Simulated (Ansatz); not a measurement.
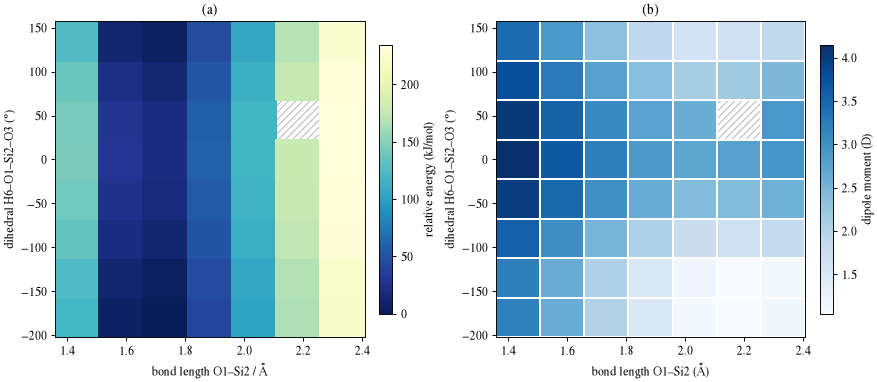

ClH2O2SSi, SMILES O[Si](O)([S])Cl, spin multiplicity 2. 
- First axis: bond length O1–Si2. Second axis: dihedral H6–O1–Si2–O3.
- Nothing is relaxed (all other coordinates rigid).
- The scan uses a 7 × 8 grid. At 1 point there is no value.
- All energies are given in kJ/mol relative to the lowest grid point.
- The calculation used UKS PBE-D4/def2-SVP (Ansatz 0.2.0).

Panel (a) is the energy; panel (b) is the computed dipole moment, in D.

Drawn: one coloured cell a grid point, hatched blanks where no value was computed.

**How does the dipole moment vary over the map, and what is it at the lowest grid point?**

Leaving out the highest fifth of the energies, it runs from 1.05 D at bond length O1–Si2 = 2.183 Å, dihedral H6–O1–Si2–O3 = −135° to 4.15 D at bond length O1–Si2 = 1.433 Å, dihedral H6–O1–Si2–O3 = 0°. At the lowest grid point, bond length O1–Si2 = 1.733 Å, dihedral H6–O1–Si2–O3 = −180°, it is 2.02 D.

| dihedral H6–O1–Si2–O3 ↓, bond length O1–Si2 → | 1.433 | 1.583 | 1.733 | 1.883 | 2.033 | 2.183 | 2.333 |
| --- | --- | --- | --- | --- | --- | --- | --- |
| 135 | 3.45 | 2.89 | 2.35 | 1.89 | 1.63 | 1.68 | 1.88 |
| 90 | 3.78 | 3.26 | 2.78 | 2.37 | 2.11 | 2.21 | 2.46 |
| 45 | 4.03 | 3.55 | 3.10 | 2.76 | 2.60 | – | 2.91 |
| 0 | 4.15 | 3.66 | 3.22 | 2.88 | 2.72 | 2.77 | 2.94 |
| −45 | 3.99 | 3.47 | 3.00 | 2.63 | 2.42 | 2.43 | 2.56 |
| −90 | 3.57 | 3.02 | 2.49 | 2.05 | 1.75 | 1.71 | 1.84 |
| −135 | 3.21 | 2.63 | 2.05 | 1.53 | 1.16 | 1.05 | 1.12 |
| −180 | 3.20 | 2.61 | 2.02 | 1.49 | 1.13 | 1.06 | 1.18 |
